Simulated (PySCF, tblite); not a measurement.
# C5H9ClFSi radical: geometry, infrared bands and EPR parameters

Wanted: the infrared bands and EPR parameters of C5H9ClFSi radical (`C/C([CH]CF)=C/[SiH2]Cl`), by calculation.

Programs: tblite 0.8.0 and PySCF 2.14.0, with density-fitted response routines of our own. Each step states its level of theory. These are calculated values for one molecule in the gas phase, unless marked as measured. Atoms are numbered from 0 throughout.

## (1) The starting structure

17 atoms, charge 0, multiplicity 2; geometry from: force field or distance geometry start.

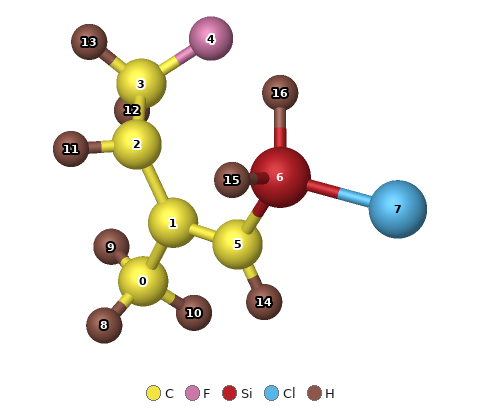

As it starts; carbon yellow, fluorine pink, silicon red, chlorine blue, hydrogen brown, atoms numbered.

## (2) Relaxing the molecule with GFN2-xTB

The job: settings as JSON, then the geometry in Å.

```
{"job": {"kind": "relax", "xc": "GFN2-xTB", "basis": "xTB"}, "charge": 0, "multiplicity": 2}
C     -1.641000    -1.290500     0.157100
C     -0.378500    -0.515300     0.215200
C     -0.257600     0.889900     0.615300
C     -0.919800     1.876200    -0.348800
F     -0.019900     2.288100    -1.313900
C      0.741900    -1.168100    -0.092600
Si     2.378200    -0.321700    -0.047400
Cl     3.826600    -1.369700    -1.123300
H     -1.746800    -1.841500     1.117200
H     -2.452500    -0.572500    -0.030300
H     -1.635300    -2.003900    -0.698100
H     -0.729600     1.099800     1.608100
H     -1.867500     1.520800    -0.758300
H     -1.162400     2.770600     0.289800
H      0.663500    -2.202100    -0.373500
H      2.889500    -0.190400     1.353700
H      2.304200     1.042200    -0.579900
```

Started as:

```
$ OMP_NUM_THREADS=1 python probes_run.py task.json out
```

One launch serves the whole session: the jobs run in the order shown.

Log:

```text
step      E/eV     max force
  0    -713.55954    2.989
  1    -713.82771    1.806
  2    -713.99530    1.023
  3    -714.06544    0.710
  4    -714.10014    0.418
  5    -714.11946    0.475
  6    -714.14176    0.396
  7    -714.15905    0.320
  8    -714.17191    0.248
  9    -714.18190    0.242
 10    -714.19114    0.241
 11    -714.20027    0.214
 12    -714.20732    0.215
 13    -714.21146    0.192
 14    -714.21482    0.156
 15    -714.21908    0.149
 16    -714.22397    0.189
 17    -714.22836    0.164
 18    -714.23160    0.133
 19    -714.23423    0.133
 20    -714.23728    0.140
 21    -714.24145    0.170
 22    -714.24664    0.178
 23    -714.25275    0.185
 24    -714.26051    0.383
 25    -714.25339    0.934
 26    -714.27585    0.220
 27    -714.28286    0.192
 28    -714.29783    0.296
 29    -714.30398    0.314
 30    -714.32941    0.497
 31    -714.34646    0.400
 32    -714.36025    0.344
 33    -714.37386    0.306
 34    -714.38510    0.343
 35    -714.42141    0.448
 36    -714.44479    0.442
 37    -714.46677    0.331
 38    -714.48772    0.345
 39    -714.51048    0.557
 40    -714.54466    0.572
 41    -714.59434    0.429
 42    -714.62024    0.330
 43    -714.63874    0.315
 44    -714.66012    0.393
 45    -714.68022    0.359
 46    -714.69785    0.273
 47    -714.71050    0.342
 48    -714.72916    0.423
 49    -714.74816    0.427
 50    -714.76435    0.289
 51    -714.77686    0.269
 52    -714.79159    0.401
 53    -714.80957    0.470
 54    -714.84188    0.395
 55    -714.85865    0.328
 56    -714.87354    0.315
 57    -714.89017    0.336
 58    -714.90840    0.400
 59    -714.92519    0.365
 60    -714.94098    0.416
 61    -714.95265    0.367
 62    -714.96472    0.350
 63    -714.97037    0.163
 64    -714.97622    0.136
 65    -714.97928    0.170
 66    -714.98458    0.162
 67    -714.98829    0.132
 68    -714.99227    0.140
 69    -714.99564    0.130
 70    -714.99875    0.112
 71    -715.00168    0.115
 72    -715.00445    0.121
 73    -715.00671    0.101
 74    -715.00851    0.091
 75    -715.01003    0.092
 76    -715.01162    0.102
 77    -715.01351    0.120
 78    -715.01549    0.116
 79    -715.01726    0.102
 80    -715.01886    0.112
 81    -715.02083    0.125
 82    -715.02381    0.180
 83    -715.02781    0.202
 84    -715.03168    0.148
 85    -715.03408    0.091
 86    -715.03545    0.082
 87    -715.03672    0.089
 88    -715.03789    0.089
 89    -715.03921    0.095
 90    -715.04093    0.093
 91    -715.04314    0.109
 92    -715.04569    0.128
 93    -715.04851    0.145
 94    -715.05110    0.135
 95    -715.05335    0.118
 96    -715.05477    0.094
 97    -715.05628    0.093
 98    -715.05748    0.092
 99    -715.05909    0.088
100    -715.06067    0.091
101    -715.06261    0.095
102    -715.06456    0.110
103    -715.06692    0.149
104    -715.06974    0.148
105    -715.07233    0.129
106    -715.07420    0.128
107    -715.07599    0.134
108    -715.07797    0.116
109    -715.08005    0.100
110    -715.08163    0.112
111    -715.08287    0.090
112    -715.08402    0.100
113    -715.08566    0.109
114    -715.08742    0.147
115    -715.08922    0.119
116    -715.09040    0.080
117    -715.09127    0.057
118    -715.09180    0.074
119    -715.09273    0.076
120    -715.09375    0.096
121    -715.09514    0.088
122    -715.09647    0.118
123    -715.09369    0.317
124    -715.09791    0.081
125    -715.09863    0.082
126    -715.09583    0.385
127    -715.10127    0.074
128    -715.10242    0.075
129    -715.10246    0.298
130    -715.10602    0.066
131    -715.10730    0.068
132    -715.11058    0.140
133    -715.11244    0.097
134    -715.11375    0.118
135    -715.11523    0.067
136    -715.11582    0.089
137    -715.11648    0.065
138    -715.11750    0.055
139    -715.11847    0.069
140    -715.11970    0.073
141    -715.12093    0.095
142    -715.12217    0.121
143    -715.12313    0.112
144    -715.12384    0.075
145    -715.12421    0.061
146    -715.12445    0.037
147    -715.12463    0.030
148    -715.12488    0.031
149    -715.12503    0.024
150    -715.12513    0.017
151    -715.12519    0.018
152    -715.12524    0.016
153    -715.12529    0.011
154    -715.12533    0.013
155    -715.12536    0.016
156    -715.12540    0.018
157    -715.12543    0.016
158    -715.12547    0.015
159    -715.12551    0.014
160    -715.12556    0.014
161    -715.12561    0.016
162    -715.12566    0.016
163    -715.12570    0.019
164    -715.12575    0.019
165    -715.12580    0.017
166    -715.12587    0.018
167    -715.12596    0.022
168    -715.12608    0.025
169    -715.12620    0.028
170    -715.12632    0.028
171    -715.12645    0.024
172    -715.12661    0.028
173    -715.12678    0.031
174    -715.12694    0.033
175    -715.12709    0.026
176    -715.12721    0.030
177    -715.12730    0.035
178    -715.12740    0.018
179    -715.12746    0.015
180    -715.12749    0.009
```

It took 1.6 s on 1 thread of Arm Neoverse V1, shared host; peak memory 0.18 GiB.

Along the way: (not every step is listed)

```csv
step,energy from step 0 (eV),largest force (eV/Å)
0,0.0000,2.9888
1,-0.2682,1.8062
2,-0.4358,1.0234
3,-0.5059,0.7100
4,-0.5406,0.4178
5,-0.5599,0.4746
6,-0.5822,0.3958
7,-0.5995,0.3203
8,-0.6124,0.2481
24,-0.7010,0.3833
40,-0.9851,0.5720
56,-1.3140,0.3154
72,-1.4449,0.1211
88,-1.4783,0.0892
104,-1.5102,0.1481
120,-1.5342,0.0964
136,-1.5563,0.0889
152,-1.5657,0.0156
168,-1.5665,0.0255
175,-1.5675,0.0260
176,-1.5677,0.0297
177,-1.5678,0.0352
178,-1.5679,0.0185
179,-1.5679,0.0149
180,-1.5679,0.0088
```

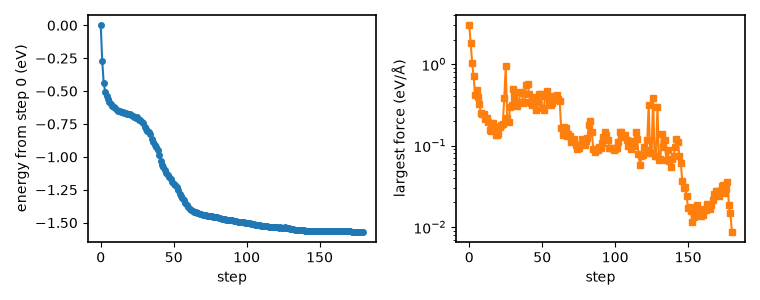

Energy and largest force along the relaxation.

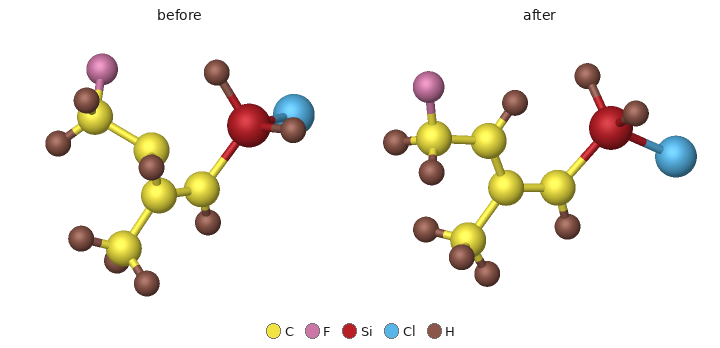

Before and after, at one scale.

Distances of close pairs at the start and the end, largest changes first:

```csv
bond,before (Å),after (Å),change (Å)
C1–C2,1.466,1.376,-0.090
Si6–Cl7,2.087,2.024,-0.063
C1–C5,1.333,1.389,+0.056
C2–C3,1.530,1.484,-0.046
C2–H11,1.119,1.077,-0.042
Si6–H15,1.497,1.465,-0.033
C0–H10,1.114,1.086,-0.027
C3–H13,1.125,1.100,-0.025
```

The end geometry stands in the next job.

## (3) Infrared spectrum with GFN2-xTB

The job: settings as JSON, then the geometry in Å.

```
{"job": {"kind": "ir", "xc": "GFN2-xTB", "basis": "xTB"}, "charge": 0, "multiplicity": 2}
C     -1.602002    -1.106462    -0.045889
C     -0.272905    -0.400416    -0.016358
C     -0.254829     0.974151     0.039012
C     -1.473737     1.819432     0.066908
F     -1.147489     3.148614     0.148470
C      0.897675    -1.147081    -0.045527
Si     2.641338    -0.489351    -0.016594
Cl     3.858632    -2.105175    -0.060857
H     -2.182802    -0.863421     0.842874
H     -2.180340    -0.796048    -0.915265
H     -1.468870    -2.183869    -0.086198
H      0.683849     1.502119     0.060386
H     -2.078199     1.701806    -0.845304
H     -2.112234     1.599296     0.935386
H      0.778169    -2.222319    -0.090334
H      2.949503     0.251738     1.208417
H      2.957241     0.329017    -1.189038
```

Log:

```text
mode    cm-1     km/mol
  1      36.8      2.75
  2      64.5      7.00
  3      79.9      3.21
  4     110.7      2.04
  5     136.3      2.49
  6     140.1      0.21
  7     196.6      3.00
  8     225.8      1.20
  9     333.0      3.36
 10     432.5      2.84
 11     466.5     28.80
 12     481.3     28.41
 13     504.5     74.39
 14     532.0     11.41
 15     578.9      0.10
 16     668.8     24.53
 17     676.7     32.52
 18     710.8    604.71
 19     786.6     60.71
 20     799.0    136.86
 21     929.9      1.56
 22     942.3     11.94
 23    1025.6      4.04
 24    1027.7     33.68
 25    1047.6     82.98
 26    1117.0     11.33
 27    1185.4      3.50
 28    1205.7      9.80
 29    1237.8      4.77
 30    1316.6     11.00
 31    1403.4      7.41
 32    1406.7      1.78
 33    1417.6     69.88
 34    1481.7      6.24
 35    1484.6     18.14
 36    1492.6      7.76
 37    2216.0    297.52
 38    2248.9    104.23
 39    2851.4     17.71
 40    2880.9     19.53
 41    3007.3     21.73
 42    3019.4     21.14
 43    3045.4     12.54
 44    3055.2     21.21
 45    3122.0     22.47
```

It took 0.71 s on 1 thread of Arm Neoverse V1, shared host; peak memory 0.18 GiB.

Which atoms move in the most intense modes:

```csv
cm⁻¹,km/mol,atoms
504,74.4,"Si6 44 %, Cl7 33 %"
711,604.7,"H15 45 %, H16 43 %"
787,60.7,"H15 31 %, H16 31 %, C5 20 %"
799,136.9,"C5 26 %, H15 18 %, H16 18 %, Si6 17 %"
1048,83.0,"C3 41 %, F4 28 %"
1418,69.9,"C1 30 %, C5 24 %, H13 17 %, H12 17 %"
2216,297.5,"H15 51 %, H16 45 %"
2249,104.2,"H16 52 %, H15 46 %"
```

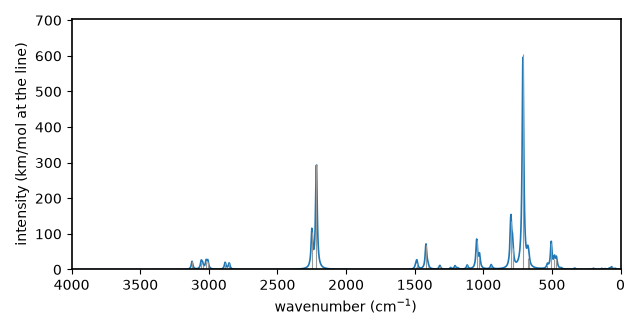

The infrared spectrum from these modes, unscaled. Lines are broadened to a width of 14 cm⁻¹ (Lorentzian).

## (4) EPR parameters: B3LYP/pcH-1

The job, as its differences from that of step 3:

```diff
@@ -1,2 +1,2 @@
-{"job": {"kind": "ir", "xc": "GFN2-xTB", "basis": "xTB"}, "charge": 0, "multiplicity": 2}
+{"job": {"kind": "epr", "basis": "pcH-1"}, "charge": 0, "multiplicity": 2}
 C     -1.602002    -1.106462    -0.045889
```

Level: UKS B3LYP, pcH-1 on C Cl F H Si, non-relativistic, mean-field spin-orbit, GIAO.

Log:

```text
UKS, coarse grid
  cycle   1  E = -1045.42783495  |g| = 4.59e-01
  cycle   2  E = -1045.37447645  |g| = 6.10e-01
  cycle   3  E = -1045.50553741  |g| = 9.23e-02
  cycle   4  E = -1045.50810690  |g| = 5.40e-02
  cycle   5  E = -1045.50960577  |g| = 1.32e-02
  cycle   6  E = -1045.50971029  |g| = 6.92e-03
  cycle   7  E = -1045.50975324  |g| = 1.72e-03
  cycle   8  E = -1045.50975816  |g| = 7.24e-04
UKS, final grid
  cycle   1  E = -1045.50982890  |g| = 6.69e-04
  cycle   2  E = -1045.50982887  |g| = 7.37e-04
  cycle   3  E = -1045.50982912  |g| = 1.12e-04
  cycle   4  E = -1045.50982913  |g| = 4.94e-05
  cycle   5  E = -1045.50982913  |g| = 2.95e-05
E = -1045.50982913 Eh   <S^2> = 0.7751 (exact 0.7500)
g shifts (ppm)      1          2          3
  rmc          -132       -132       -132
  gc             -2         30         25
  oz_so         -74        595        666
  total        -208        493        559
hyperfine (MHz)  atom isotope    a_iso     a_fc   dipolar eigenvalues
    0   13C       5.06       5.06     -1.06      0.01      1.06
    1   13C     -45.36     -45.38    -27.72     11.47     16.25
    2   13C      53.36      53.42    -50.76    -49.44    100.20
    3   13C     -25.22     -25.23     -1.51      0.58      0.93
    4   19F      -4.81      -4.83     -4.47     -2.54      7.01
    5   13C      51.37      51.47    -48.23    -46.68     94.91
    6  29Si      31.15      31.19     -1.19     -0.93      2.12
    7  35Cl      -0.24      -0.25     -0.65     -0.16      0.81
    8    1H     -16.36     -16.36     -2.12     -0.84      2.96
    9    1H     -16.41     -16.41     -2.12     -0.83      2.95
   10    1H      -1.87      -1.87     -2.03     -1.59      3.62
   11    1H     -39.36     -39.37    -20.95     -1.78     22.72
   12    1H      77.38      77.38     -3.52     -2.20      5.72
   13    1H      74.41      74.41     -3.43     -2.32      5.75
   14    1H     -38.19     -38.19    -23.59     -0.19     23.79
   15    1H      24.38      24.38     -2.16     -1.43      3.59
   16    1H      24.69      24.69     -2.14     -1.45      3.59
```

Wall time 2.5 min (1 thread of Arm Neoverse V1, shared host); peak memory 1.1 GiB.

Principal g values 2.00211, 2.00281, 2.00288; g(iso) = 2.00260, against 2.00232 for a free electron.

Hyperfine couplings; where a row names several nuclei, a(iso) is their mean (it holds for fast rotation or exchange) and the dipolar term the largest among them:

```csv
nuclei,isotope,a(iso) (MHz),"a(iso) (G, at g = 2.0023)",largest dipolar term (MHz)
"H12, H13",1H,75.9,27.1,5.8
C2,13C,53.4,19.0,100.2
C5,13C,51.4,18.3,94.9
C1,13C,-45.4,-16.2,-27.7
H11,1H,-39.4,-14.0,22.7
H14,1H,-38.2,-13.6,23.8
Si6,29Si,31.1,11.1,2.1
C3,13C,-25.2,-9.0,-1.5
"H15, H16",1H,24.5,8.8,3.6
"H8, H9, H10",1H,-11.5,-4.1,3.6
C0,13C,5.1,1.8,-1.1
F4,19F,-4.8,-1.7,7.0
Cl7,35Cl,-0.2,-0.1,0.8
```

Mulliken spin populations:

C0 0.02; C1 -0.25; C2 0.63; C3 -0.05; F4 0.00; C5 0.65; Si6 -0.02; Cl7 0.00; H8 -0.01; H9 -0.01; H10 0.00; H11 -0.03; H12 0.03; H13 0.03; H14 -0.03; H15 0.02; H16 0.02

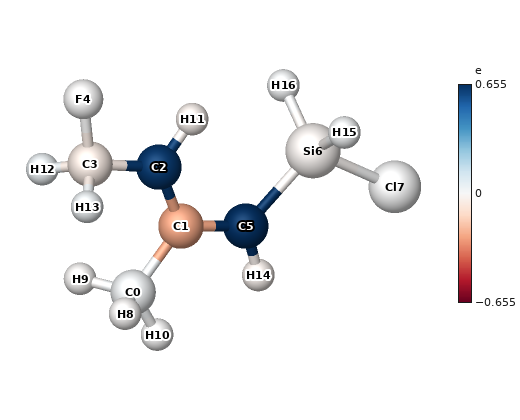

Mulliken spin populations, as colours on the atoms.

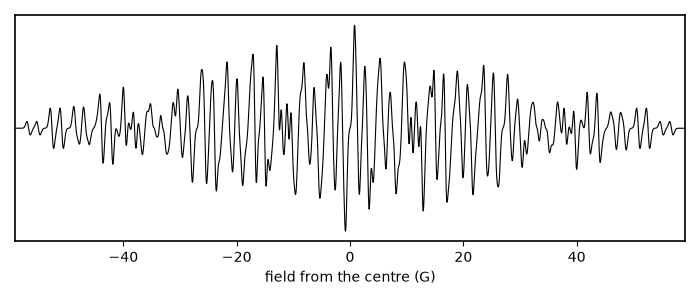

First-order isotropic spectrum (first derivative, main isotopes with spin only, couplings over 0.8 MHz, Gaussian width 0.3 G; couplings of the frozen geometry, rotation of groups not averaged beyond the rows shown).

The fields below are evaluated on a grid from the run's orbitals.

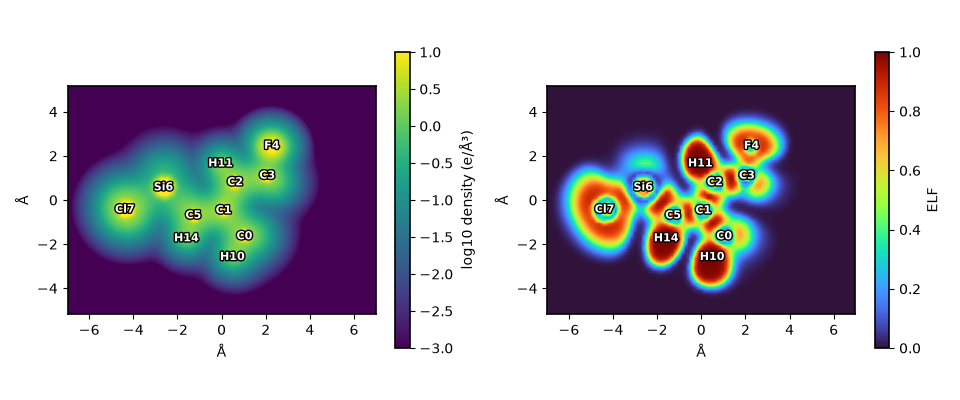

Density (left) and ELF (right) in a plane through or near 11 of the atoms.

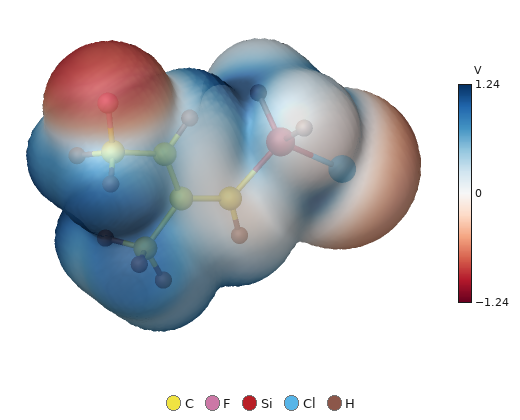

Electrostatic potential on the surface of density 0.002 e/bohr³; red is low, blue high. It runs from -0.89 V near F4 to 1.24 V near H11.

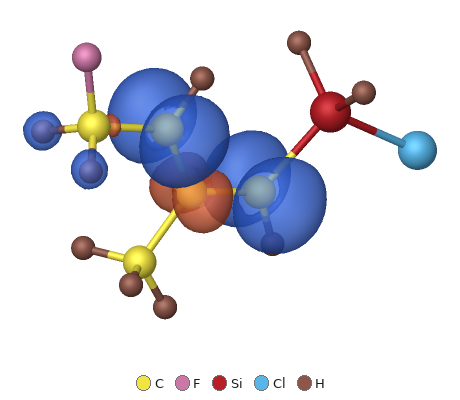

Spin density at ±0.03 e/Å³ (alpha excess blue, beta excess red).

## (5) What came out

```
                                 quantity                     value
strongest single infrared mode (GFN2-xTB)      711 cm⁻¹, 605 km/mol
             zero-point energy (GFN2-xTB)             76.0 kcal/mol
                           g(iso) (B3LYP)                   2.00260
                                     ⟨S²⟩        0.775 (exact 0.75)
       largest a(iso) (averaged by class)  1H on H12, H13, 75.9 MHz
    surface potential, least and greatest        -0.89 V and 1.24 V
```

**Reading.** Relaxing lowered the energy by 1.568 eV in 180 steps; the close pair that moved most is C1–C2, from 1.466 to 1.376 Å. All 45 modes are real, so the xTB geometry is a minimum. The strongest single mode, at 711 cm⁻¹, moves mainly H15 and H16. Unscaled tight-binding wavenumbers are off by several per cent, some by more. Its intensities can rank the bands wrongly. The largest spin populations lie on C5 (0.65 e), C2 (0.63 e). The isotropic g lies 0.3 ppt above the free-electron value.
